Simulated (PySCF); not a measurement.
# C3H7NSi (SMILES C#C[SiH](C)N): BP86/ma-def2-SVP

Aim: the vertical singlet–triplet gap of C3H7NSi at BP86/ma-def2-SVP, from 2 runs. The job is set up through a Python script.

The results are computed with PySCF 2.14.0.

3 further runs of the same task are left out: 3 set aside as unsound or not needed.

## 1. The molecule

C3H7NSi: 12 atoms, total charge 0, spin state singlet. SMILES: `C#C[SiH](C)N`. The coordinates come from a GFN2-xTB relaxation. This is one conformer, not always the lowest.

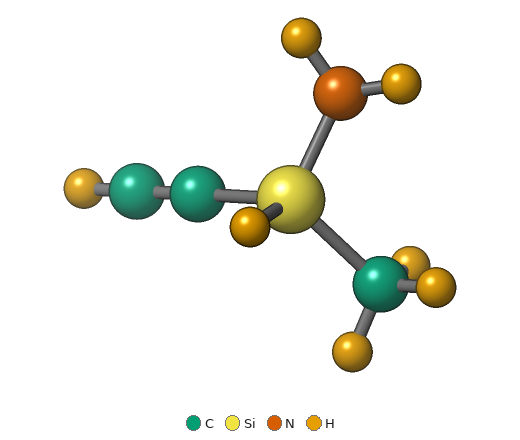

Viewed from a chosen angle; carbon teal, silicon yellow, nitrogen orange, hydrogen amber.

## 2. The energy at BP86/ma-def2-SVP

Input file run.py:

```python
from pyscf import gto, dft

mol = gto.M(
    atom='''
C       -1.507010       2.354780      -0.258920
C       -0.752520       1.420880      -0.304160
Si       0.433540      -0.002700      -0.375580
C        0.864010      -0.612880       1.367030
N       -0.435650      -1.274470      -1.153660
H       -2.177020       3.165590      -0.219050
H        1.650380       0.468100      -1.068870
H        1.334090       0.174900       1.947440
H        1.553080      -1.452210       1.335440
H       -0.024270      -0.933390       1.902750
H       -0.068210      -2.211930      -1.128550
H       -0.870420      -1.096660      -2.043880
''',
    verbose=3,
    max_memory=1860,
    basis='ma-def2-svp',
)

myscf = dft.RKS(mol)
myscf.xc = 'bp86'
myscf.grids.level = 4
myscf.conv_tol = 1e-10
myscf.kernel()
if not myscf.converged:
    myscf = myscf.newton().run(myscf.mo_coeff, myscf.mo_occ)

e_tot = myscf.e_tot
print('Final energy', e_tot)
```

Started as:

```bash
OMP_NUM_THREADS=1 python run.py
```

The program printed:

```text
converged SCF energy = -462.535862440791
Final energy -462.535862440791
```

It took 21 s on 1 thread of Arm Neoverse V2, shared host; peak memory 0.57 GiB.

## 3. The triplet, same level

Input file run.py:

```python
from pyscf import gto, dft

mol = gto.M(
    atom='''
C     -1.507010     2.354780    -0.258920
C     -0.752520     1.420880    -0.304160
Si     0.433540    -0.002700    -0.375580
C      0.864010    -0.612880     1.367030
N     -0.435650    -1.274470    -1.153660
H     -2.177020     3.165590    -0.219050
H      1.650380     0.468100    -1.068870
H      1.334090     0.174900     1.947440
H      1.553080    -1.452210     1.335440
H     -0.024270    -0.933390     1.902750
H     -0.068210    -2.211930    -1.128550
H     -0.870420    -1.096660    -2.043880
''',
    max_memory=1860,
    spin=2,
    basis='ma-def2-svp',
    verbose=3,
)

ks = dft.UKS(mol, xc='bp86')
ks.conv_tol = 1e-10
ks.grids.level = 4
ks.kernel()
if not ks.converged:
    ks = ks.newton().run(ks.mo_coeff, ks.mo_occ)

energy = ks.e_tot
print('Final energy', energy)
```

Started as:

```bash
OMP_NUM_THREADS=1 python run.py
```

The program printed:

```text
WARN: HOMO -0.0963525430442367 >= LUMO -0.315140285658073

WARN: HOMO -0.0261244407330148 >= LUMO -0.0263526281980706

WARN: HOMO -0.045926581997068 >= LUMO -0.22042516333513

WARN: HOMO -0.0508101793312172 >= LUMO -0.224334595682736

WARN: HOMO -0.059894644576012 >= LUMO -0.226907762175675

WARN: HOMO -0.0633567084560354 >= LUMO -0.241198908419516

WARN: HOMO -0.0607120745840812 >= LUMO -0.233377264345757

WARN: HOMO -0.061170827342699 >= LUMO -0.232720779313067

WARN: HOMO -0.0633250455570291 >= LUMO -0.231136155877789

WARN: HOMO -0.0643939162381741 >= LUMO -0.231576400218052

WARN: HOMO -0.062955605783436 >= LUMO -0.231282066298358

WARN: HOMO -0.0632617788371204 >= LUMO -0.231159022505276

WARN: HOMO -0.0633883706926568 >= LUMO -0.231434336436972

WARN: HOMO -0.0633329894852657 >= LUMO -0.23141388897105

WARN: HOMO -0.0632694565311724 >= LUMO -0.231393267022548

WARN: HOMO -0.0632111805204207 >= LUMO -0.231494874712976

WARN: HOMO -0.0630843045812779 >= LUMO -0.231437764661668

WARN: HOMO -0.063031440882789 >= LUMO -0.23137109801766

WARN: HOMO -0.0629814292750992 >= LUMO -0.231196180770447

WARN: HOMO -0.0630028504308884 >= LUMO -0.231188683927994

WARN: HOMO -0.062956629064701 >= LUMO -0.231128640957598

WARN: HOMO -0.0629527908717269 >= LUMO -0.231125688968568

WARN: HOMO -0.0629505613920447 >= LUMO -0.231127820543054

WARN: HOMO -0.0629499871072503 >= LUMO -0.231129267241077

WARN: HOMO -0.0629476981215418 >= LUMO -0.231127313742717

WARN: HOMO -0.0629487323118418 >= LUMO -0.231128060768821

WARN: HOMO -0.0629482648944411 >= LUMO -0.231127155976488

WARN: HOMO -0.0629484812304901 >= LUMO -0.231127213384605

converged SCF energy = -462.345498937056  <S^2> = 2.0033826  2S+1 = 3.0022542
Final energy -462.34549893705605
```

It took 81 s on 1 thread of Arm Neoverse V2, shared host; peak memory 0.59 GiB.

## 4. What came out

Level: BP86/ma-def2-SVP.

| quantity | value |
| --- | --- |
| singlet: total energy | -462.53586 Eh |
| singlet: dipole moment | 0.91 D |
| singlet: HOMO energy | -6.07 eV |
| singlet: LUMO energy | -0.95 eV |
| singlet: HOMO–LUMO gap | 5.12 eV |
| triplet: total energy | -462.34550 Eh |
| triplet: dipole moment | 1.76 D |
| triplet: HOMO energy (highest over α and β) | -1.71 eV |
| triplet: ⟨S²⟩ | 2.003 |
| vertical energy of the triplet above the singlet | 5.180 eV |

**Reading.** At this shape the triplet lies 5.18 eV (500 kJ/mol) above the singlet. Mulliken charges (triplet) run from -0.91 on C4 to +0.52 on Si3; they depend strongly on the basis.
